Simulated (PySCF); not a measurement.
HClOSi, SMILES Cl[Si]O at its B3LYP/def2-SVP optimised geometry (Å):

```
4

Si    -0.8694    -0.6003     0.0000
Cl    -1.2033     1.4811     0.0000
O      0.8010    -0.6003     0.0000
H      1.2033    -1.4811     0.0000
```

Computed with PySCF with B3LYP/def2-TZVP.

Map of the Laplacian of the electron density (e/bohr⁵) on the plane z = 1.5 Å:

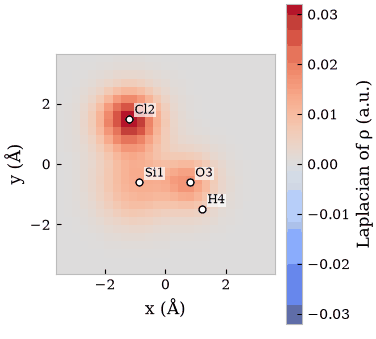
Figure: Laplacian of the electron density (e/bohr⁵) on the plane z = 1.5 Å.
